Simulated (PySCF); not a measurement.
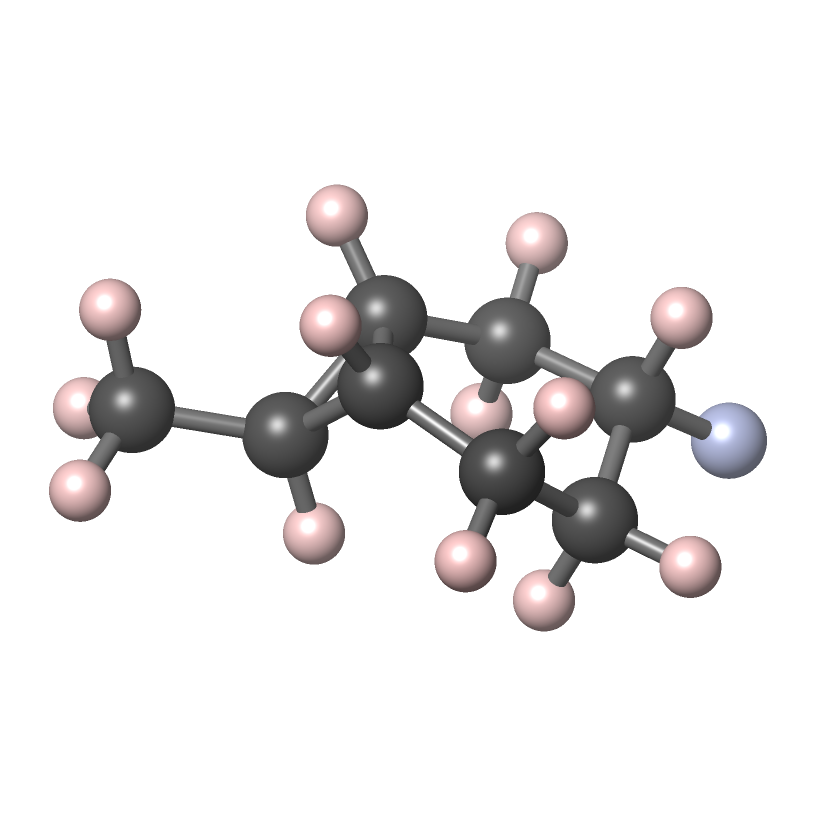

The picture shows a molecular structure as a ball-and-stick model. Colours: carbon dark grey, fluorine light blue, hydrogen pink.

Describe the molecule.

Formula C₈H₁₃F. Its SMILES string is `C[C@@H]1[C@H]2CC[C@@H](F)C[C@@H]12`. Independent rings (smallest set): 1 of 3 members, 1 of 6 members. Among its groups: C–F bond. The point group is C1. Coordination, clear cases only: 5 C tetrahedral.

More results for the same structure follow; atom numbers are the same in all pictures, views and colours differ. Computed geometry: PBE0-D3(BJ)/def2-SVP optimisation. No frequency run is at hand to confirm it as a minimum.

### Geometry

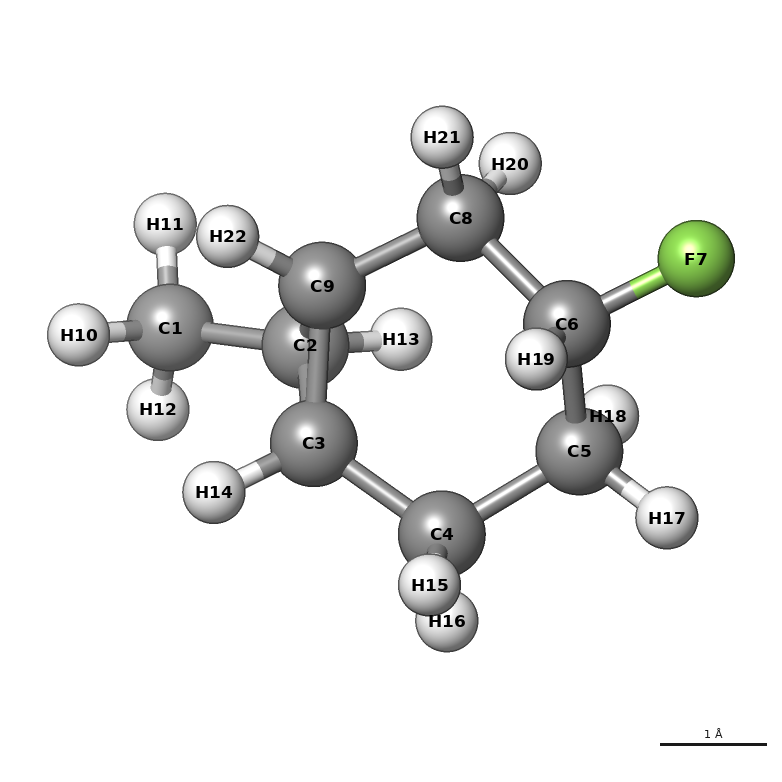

No frequency run is at hand to confirm it as a minimum.

Give the bond lengths. Leave out bonds to hydrogen.

| bond | length (Å) | order |
| --- | --- | --- |
| C1–C2 | 1.504 | single |
| C2–C3 | 1.498 | single |
| C2–C9 | 1.505 | single |
| C3–C4 | 1.513 | single |
| C3–C9 | 1.514 | single |
| C4–C5 | 1.525 | single |
| C5–C6 | 1.514 | single |
| C6–F7 | 1.381 | single |
| C6–C8 | 1.518 | single |
| C8–C9 | 1.520 | single |

### Electronic properties

No frequency run is at hand to confirm it as a minimum. Level of theory: PBE0/pcSseg-1 in dimethylsulfoxide (IEF-PCM) (PySCF 2.14.0).

**What is the HOMO energy (Kohn–Sham orbital)?**

−7.46 eV.

**Give the dipole moment at this level.**

2.44 D.

**Give the LUMO energy (Kohn–Sham orbital) at this level.**

1.57 eV.

### NMR shielding

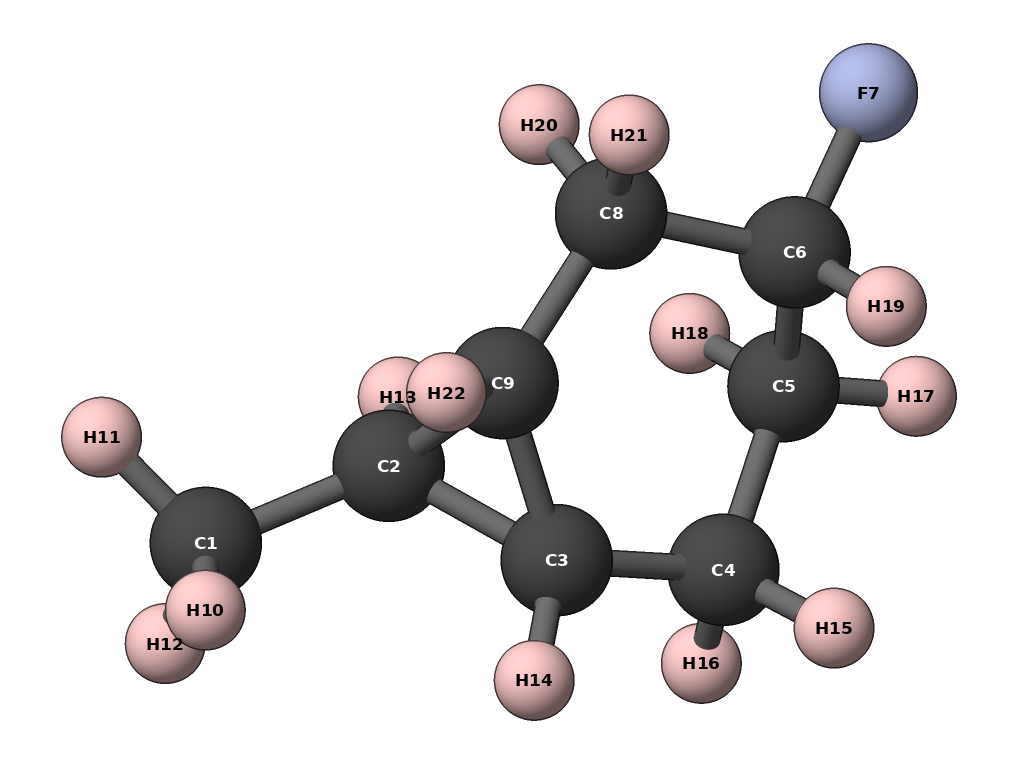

No frequency run is at hand to confirm it as a minimum. Level of theory: GIAO PBE0/pcSseg-1 NMR shielding, non-relativistic, IEF-PCM chloroform (PySCF 2.14.0). Principal shieldings σ11 ≤ σ22 ≤ σ33, span Ω = σ33 − σ11, skew κ = 3(σiso − σ22)/Ω.

Give the shielding tensors of the F atoms.

```csv
atom,σ11,σ22,σ33,σiso,Ω,κ
F7,360.1,379.6,400.5,380.1,40.4,0.04
```

Shieldings and span in ppm.

### Ring current

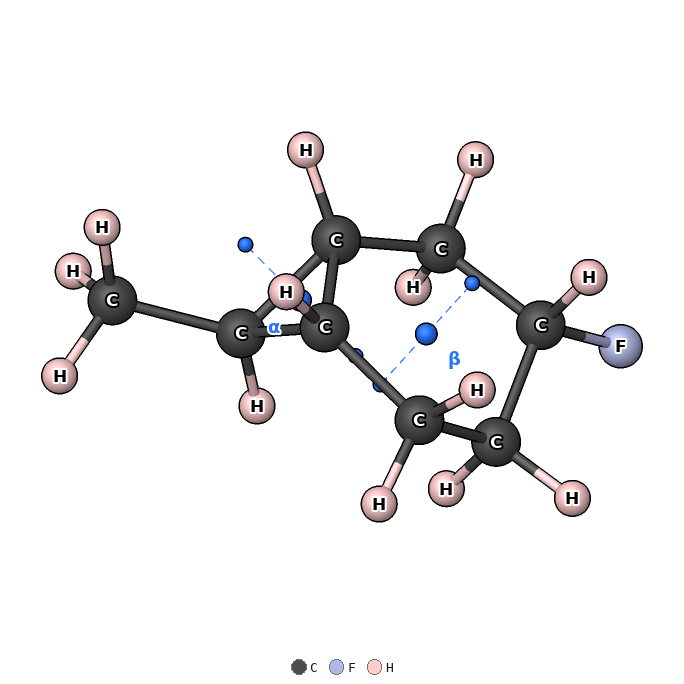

The small points mark where nucleus-independent chemical shifts (NICS) were computed: at the centre of each lettered ring and 1 Å above and below it. No frequency run is at hand to confirm it as a minimum. Properties computed with GIAO PBE0/pcSseg-1 NMR shielding, non-relativistic, IEF-PCM chloroform (PySCF 2.14.0).

Give NICS(0), NICS(1) and the out-of-plane component NICS(1)zz for each ring (means of the two sides).

```
ring  members  NICS(0)  NICS(1)  NICS(1)zz
   α       C3    −45.5     −8.9      −23.2
   β       C6     −6.1     −4.0        1.5
```

Values in ppm.

**What do the values say about the ring currents?**

Ring β: weak, as in a non-aromatic ring. NICS is one index among several.
